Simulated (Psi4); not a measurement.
# doublet [BH3]−: levels of theory compared

Aim: a comparison of 3 runs (UHF/3-21G, U-wB97X-V/def2-TZVPPD, UTPSSh/def2-TZVPPD) of doublet [BH3]−. 

The results are computed with Psi4 1.11.

### 1 The molecule

The species is [BH3]− (4 atoms), meant as a doublet with charge -1. As SMILES of the parent species, `[H]B([H])[H]`. Geometry: relaxed at GFN2-xTB. That shape belongs to the parent species and isn't relaxed for this state.

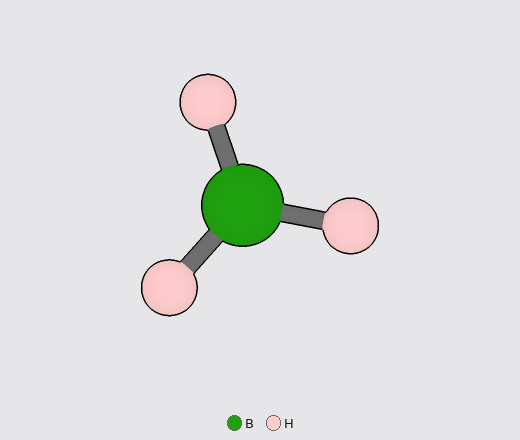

The structure, seen from a chosen angle (boron green, hydrogen pink).

### 2 Energy and forces at UHF/3-21G (run 1)

calc.py

```python
import psi4

psi4.set_memory('1600 MB')
psi4.set_num_threads(1)
psi4.core.set_output_file('output.dat', False)

mol = psi4.geometry("""
-1 2
B      0.000060     0.000030    -0.001400
H      1.163870    -0.030320     0.015280
H     -0.555340     1.023410    -0.018650
H     -0.608600    -0.993120     0.004770
symmetry c1
""")

psi4.set_options({
    'basis': '3-21G',
    'reference': 'uhf',
    'puream': True,
    'e_convergence': 1e-09,
    'd_convergence': 1e-08,
    'scf_type': 'pk',
    'maxiter': 200,
})

energy_value, wavefunction = psi4.gradient("hf", return_wfn=True)
psi4.oeprop(wavefunction, "QUADRUPOLE", "DIPOLE", "WIBERG_LOWDIN_INDICES", title="HF")
print('gradient / Eh bohr^-1')
print(energy_value.np.round(6))
print(f'energy = {wavefunction.energy():.10f} Eh')
```

On the command line:

```console
python calc.py
```

output.dat:

```text
[...]
  Running in c1 symmetry.
[...]
  Nuclear repulsion =    7.603081907704702
[...]
  Multiplicity = 2
[...]
  Nalpha       = 5
  Nbeta        = 4
[...]
    Number of basis functions: 15
[...]
   @UHF iter   1:   -26.14362872331775   -6.01117e-01   1.47339e-02 ADIIS/DIIS
[...]
   @UHF iter  11:   -26.18146124878030   -4.26326e-14   1.36317e-09 DIIS
[...]
   @S^2 Observed:                7.615765727E-01
[...]
    Orbital Energies [Eh]
    ---------------------
    Alpha Occupied:
       1A     -7.207498     2A     -0.430316     3A     -0.192266
       4A     -0.192228     5A      0.029349
    Alpha Virtual:
       6A      0.586464     7A      0.586471     8A      0.603193
       9A      0.897401    10A      0.897434    11A      0.946517
      12A      1.053654    13A      1.689025    14A      1.748667
      15A      1.748840
    Beta Occupied:
[...]
  @UHF Final Energy:   -26.18146124878030
   => Energetics <=
    Nuclear Repulsion Energy =              7.6030819077047020
    One-Electron Energy =                 -51.6319589625631536
    Two-Electron Energy =                  17.8474158060781534
    Total Energy =                        -26.1814612487803018
  UHF NO Occupations:
  HONO-2 :    3  A 1.9991138
  HONO-1 :    4  A 1.9959746
[...]
  -Total Gradient:
     Atom            X                  Y                   Z
    ------   -----------------  -----------------  -----------------
       1        0.000172437626     0.000142235389     0.000169962378
       2       -0.027579943423     0.000731589217    -0.000407875290
       3        0.013131402673    -0.024148302620     0.000394870819
       4        0.014276103123     0.023274478014    -0.000156957907
[...]
 Multipole Moments:
 ------------------------------------------------------------------------------------
     Multipole            Electronic (a.u.)      Nuclear  (a.u.)        Total (a.u.)
 ------------------------------------------------------------------------------------
 L = 1.  Multiply by 2.5417464519 to convert [e a0] to [Debye]
 Dipole X            :          0.0004420           -0.0002010            0.0002411
 Dipole Y            :          0.0003256           -0.0000965            0.0002292
 Dipole Z            :         -0.0032180            0.0045023            0.0012843
 Magnitude           :                                                    0.0013266
 L = 2.  Multiply by 1.3450342976 to convert [e a0^2] to [Debye ang]
 Quadrupole XX       :        -17.0020529            7.2613670           -9.7406858
 Quadrupole XY       :         -0.0031264            0.0027990           -0.0003275
[...]
```

The script printed:

```text
Memory set to   1.490 GiB by Python driver.
  Threads set to 1 by Python driver.
gradient / Eh bohr^-1
[[ 0.000172  0.000142  0.00017 ]
 [-0.02758   0.000732 -0.000408]
 [ 0.013131 -0.024148  0.000395]
 [ 0.014276  0.023274 -0.000157]]
energy = -26.1814612488 Eh
```

Run time: 3.3 s. Hardware: 1 thread of Intel Xeon Platinum 8375C at 2.90GHz (Ice Lake), shared host; peak memory 0.18 GiB.

### 3 The energy at U-wB97X-V/def2-TZVPPD (run 2)

calc.inp

```
memory 1.6 GB

molecule {
  -1 2
  B      0.000060     0.000030    -0.001400
  H      1.163870    -0.030320     0.015280
  H     -0.555340     1.023410    -0.018650
  H     -0.608600    -0.993120     0.004770
  symmetry c1
  no_reorient
  no_com
}

set {
  basis                def2-TZVPPD
  reference            uks
  puream               true
  e_convergence        1e-09
  d_convergence        1e-08
  scf_type             pk
  dft_radial_points    99
  dft_spherical_points 590
  maxiter              200
}

result, w = energy("wb97x-v", return_wfn=True)
```

On the command line:

```console
psi4 calc.inp calc.out -n 1
```

calc.out:

```text
[...]
  Running in c1 symmetry.
[...]
  Nuclear repulsion =    7.603081907704702
[...]
  Multiplicity = 2
[...]
  Nalpha       = 5
  Nbeta        = 4
[...]
    Number of basis functions: 88
[...]
   @UKS iter   1:   -26.46774537673324   -5.33154e-01   4.52522e-03 ADIIS/DIIS
[...]
   @UKS iter  12:   -26.59079669295270   -1.31539e-10   3.74510e-09 DIIS
[...]
   @S^2 Observed:                7.523282347E-01
[...]
    Orbital Energies [Eh]
    ---------------------
    Alpha Occupied:
       1A     -6.544194     2A     -0.379993     3A     -0.193969
       4A     -0.193947     5A      0.015829
    Alpha Virtual:
       6A      0.183495     7A      0.297580     8A      0.297585
       9A      0.306079    10A      0.306084    11A      0.326960
      12A      0.333959    13A      0.333961    14A      0.374863
      15A      0.397070    16A      0.495827    17A      0.512389
      18A      0.512410    19A      0.528341    20A      0.548205
      21A      0.548211    22A      0.549047    23A      0.549069
      24A      0.591051    25A      0.646530    26A      0.661960
[...]
  @UKS Final Energy:   -26.59079669295270
   => Energetics <=
    Nuclear Repulsion Energy =              7.6030819077047020
    One-Electron Energy =                 -51.6398673043264580
    Two-Electron Energy =                  20.8112373385454639
    DFT Exchange-Correlation Energy =      -3.4018093248708632
    Empirical Dispersion Energy =           0.0000000000000000
    VV10 Nonlocal Energy =                  0.0365606899944507
    Total Energy =                        -26.5907966929527007
[...]
 Multipole Moments:
 ------------------------------------------------------------------------------------
     Multipole            Electronic (a.u.)      Nuclear  (a.u.)        Total (a.u.)
 ------------------------------------------------------------------------------------
 L = 1.  Multiply by 2.5417464519 to convert [e a0] to [Debye]
 Dipole X            :         -0.0003486            0.0004346            0.0000860
 Dipole Y            :          0.0000054            0.0002268            0.0002322
 Dipole Z            :          0.0188462           -0.0105825            0.0082637
 Magnitude           :                                                    0.0082674
[...]
```

Wall time 50 s (1 thread of Intel Xeon Platinum 8375C at 2.90GHz (Ice Lake), shared host); peak memory 0.96 GiB.

### 4 Energy and gradient at UTPSSh/def2-TZVPPD (run 3)

calc.py

```python
import psi4

psi4.set_memory(1600000000)
psi4.set_num_threads(1)
psi4.core.set_output_file('output.dat', False)

molecule = psi4.geometry("""
-1 2
B
H 1 1.164325
H 1 1.164506 2 119.99004
H 1 1.16484 2 119.99968 3 -179.68184
symmetry c1
""")

psi4.set_options({
    'reference': 'uks',
    'puream': True,
    'e_convergence': 1e-09,
    'd_convergence': 1e-08,
    'scf_type': 'pk',
    'dft_radial_points': 99,
    'dft_spherical_points': 590,
    'maxiter': 200,
})

result, w = psi4.gradient('tpssh/def2-TZVPPD', return_wfn=True)
psi4.oeprop(w, 'MULLIKEN_CHARGES', 'QUADRUPOLE', 'WIBERG_LOWDIN_INDICES')
print('gradient / Eh bohr^-1')
print(result.np.round(6))
print(f'energy = {w.energy():.10f} Eh')
for k, v in sorted(psi4.core.scalar_variables().items()):
    print(f'{k:45s} {v:18.10f}')
```

On the command line:

```console
python calc.py
```

output.dat:

```text
[...]
  Running in c1 symmetry.
[...]
  Nuclear repulsion =    7.603081197506819
[...]
  Multiplicity = 2
[...]
  Nalpha       = 5
  Nbeta        = 4
[...]
    Number of basis functions: 88
[...]
   @UKS iter   1:   -26.36775368629646   -2.81094e-01   6.37501e-03 ADIIS/DIIS
[...]
   @UKS iter  11:   -26.61625346664132   -1.69962e-11   3.02699e-09 DIIS
[...]
   @S^2 Observed:                7.532805550E-01
[...]
    Orbital Energies [Eh]
    ---------------------
    Alpha Occupied:
       1A     -6.397856     2A     -0.243730     3A     -0.079236
       4A     -0.079219     5A      0.100733
    Alpha Virtual:
       6A      0.142573     7A      0.238570     8A      0.238572
       9A      0.251664    10A      0.251671    11A      0.262471
      12A      0.272368    13A      0.272372    14A      0.309436
      15A      0.311789    16A      0.419135    17A      0.430405
      18A      0.430429    19A      0.458333    20A      0.471799
      21A      0.471819    22A      0.474335    23A      0.474347
      24A      0.506612    25A      0.557050    26A      0.576245
[...]
  @UKS Final Energy:   -26.61625346664132
   => Energetics <=
    Nuclear Repulsion Energy =              7.6030811975068193
    One-Electron Energy =                 -51.6416544252000023
    Two-Electron Energy =                  22.2739855445843702
    DFT Exchange-Correlation Energy =      -4.8516657835325043
    Empirical Dispersion Energy =           0.0000000000000000
    VV10 Nonlocal Energy =                  0.0000000000000000
    Total Energy =                        -26.6162534666413180
[...]
  -Total Gradient:
     Atom            X                  Y                   Z
    ------   -----------------  -----------------  -----------------
       1       -0.000102813898     0.000134448647     0.000159049405
       2       -0.000002268241     0.000010695581    -0.023042892335
       3       -0.000002218183    -0.019866548361     0.011487670684
       4        0.000107298980     0.019721454680     0.011396304405
[...]
 Multipole Moments:
 ------------------------------------------------------------------------------------
     Multipole            Electronic (a.u.)      Nuclear  (a.u.)        Total (a.u.)
 ------------------------------------------------------------------------------------
 L = 1.  Multiply by 2.5417464519 to convert [e a0] to [Debye]
 Dipole X            :         -0.0023104           -0.0045036           -0.0068140
 Dipole Y            :          0.0003625           -0.0001413            0.0002212
 Dipole Z            :          0.0003784           -0.0001343            0.0002441
 Magnitude           :                                                    0.0068220
 L = 2.  Multiply by 1.3450342976 to convert [e a0^2] to [Debye ang]
 Quadrupole XX       :        -12.9022819            0.0001006          -12.9021813
 Quadrupole XY       :         -0.0141667            0.0201790            0.0060124
[...]
  Mulliken Charges: (a.u.)
   Center  Symbol    Alpha    Beta     Spin     Total
       1     B     3.88366  2.55369  1.32997 -1.43736
       2     H     0.37198  0.48203 -0.11005  0.14598
       3     H     0.37209  0.48209 -0.11000  0.14582
       4     H     0.37227  0.48218 -0.10992  0.14555
   Total alpha =  5.00000, Total beta =  4.00000, Total charge = -1.00000
  Wiberg Bond Indices using Orthogonal Lowdin Orbitals:
  Total Bond Index:
  Irrep: 1 Size: 4 x 4
[...]
```

On the terminal:

```text
Memory set to   1.490 GiB by Python driver.
  Threads set to 1 by Python driver.
gradient / Eh bohr^-1
[[-1.0300e-04  1.3400e-04  1.5900e-04]
 [-2.0000e-06  1.1000e-05 -2.3043e-02]
 [-2.0000e-06 -1.9867e-02  1.1488e-02]
 [ 1.0700e-04  1.9721e-02  1.1396e-02]]
energy = -26.6162534666 Eh
CURRENT ENERGY                                    -26.6162534666
CURRENT REFERENCE ENERGY                          -26.6162534666
DD SOLVATION ENERGY                                 0.0000000000
DFT FUNCTIONAL TOTAL ENERGY                       -26.6162534666
DFT TOTAL ENERGY                                  -26.6162534666
DFT VV10 ENERGY                                     0.0000000000
DFT XC ENERGY                                      -4.8516657835
GRID ELECTRONS ALPHA                                4.9999999961
GRID ELECTRONS BETA                                 3.9999999967
GRID ELECTRONS TOTAL                                8.9999999928
NUCLEAR REPULSION ENERGY                            7.6030811975
ONE-ELECTRON ENERGY                               -51.6416544252
PCM POLARIZATION ENERGY                             0.0000000000
PE ENERGY                                           0.0000000000
SCF ITERATION ENERGY                              -26.6162534666
SCF ITERATIONS                                     11.0000000000
SCF TOTAL ENERGY                                  -26.6162534666
TWO-ELECTRON ENERGY                                22.2739855446
XC GRID RADIAL POINTS                              99.0000000000
XC GRID SPHERICAL POINTS                          590.0000000000
XC GRID TOTAL POINTS                           227209.0000000000
```

Run time: 55 s. Hardware: 1 thread of Intel Xeon Platinum 8375C at 2.90GHz (Ice Lake), shared host; peak memory 0.81 GiB.

### 5 The series

| run | level | task | integration grid | energy (Eh) | HOMO energy (eV) | LUMO energy (eV) | ⟨S²⟩ | wall time |
| --- | --- | --- | --- | --- | --- | --- | --- | --- |
| 1 | UHF/3-21G | gradient | – | -26.181461 | 0.80 | 11.65 | 0.762 | 3.3 s |
| 2 | U-wB97X-V/def2-TZVPPD | energy | 99 radial × 590 angular | -26.590797 | 0.43 | 4.99 | 0.752 | 50 s |
| 3 | UTPSSh/def2-TZVPPD | gradient | 99 radial × 590 angular | -26.616253 | 2.74 | 3.88 | 0.753 | 55 s |

### 6 What came out

```
                                 quantity         value
                      run 3: total energy  -26.61625 Eh
run 3: HOMO energy (highest over α and β)       2.74 eV
 run 3: LUMO energy (lowest over α and β)       3.88 eV
                              run 3: ⟨S²⟩         0.753
          run 3: largest force on an atom    1.185 eV/Å
```

**Reading.** Totals of different functionals can't be ranked against each other. In runs 1, 2, 3 the HOMO lies above zero, so the outermost electron may be held by the basis alone. All runs together took 1.8 min, the longest 55 s.
